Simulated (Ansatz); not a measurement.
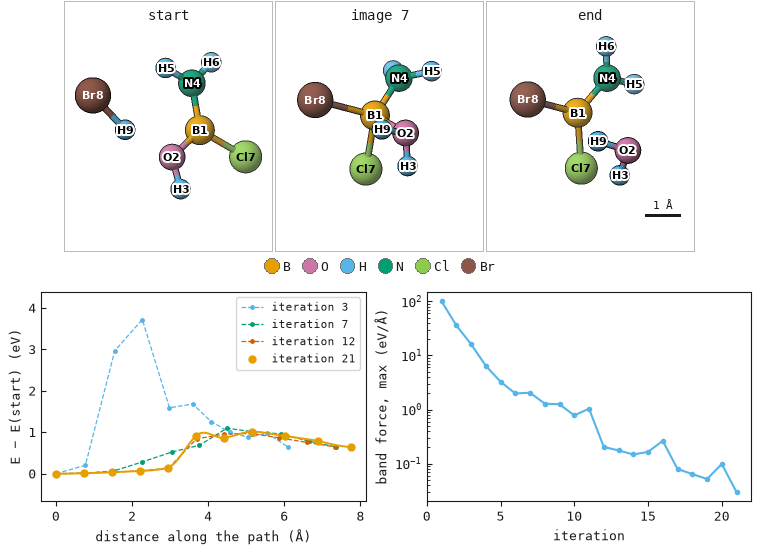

A nudged-elastic-band calculation for BNH$_{4}$OBrCl. Images are numbered from 0 (start) to 10 (end). The plot follows the band through its iterations. A ball-and-stick model, seen from a free direction.

Theory: Ansatz 0.2.0, RKS PBE-D4/def2-SVP. Settings: 9 movable images; climbing image; force threshold 0.05 eV/Å; iteration limit 60; starting path through a guess of the saddle point.

**Judge this run.**

The run is converged, with reservations. The band converged in 21 iterations. The largest component of the band force went from 100 to 0.03 eV/Å. The climbing image converged on the top of the path. Its vibrational analysis gives one imaginary mode (297i cm⁻¹), as a transition state must have. The first iteration put the highest image at 19.16 eV. Forward barrier 1.01 eV, backward barrier 0.37 eV, with image 7 at the top; the reaction energy is +0.65 eV. The profile has 2 maxima (images 5, 7) with a dip at image 6 (+0.87 eV), so the process runs in steps.
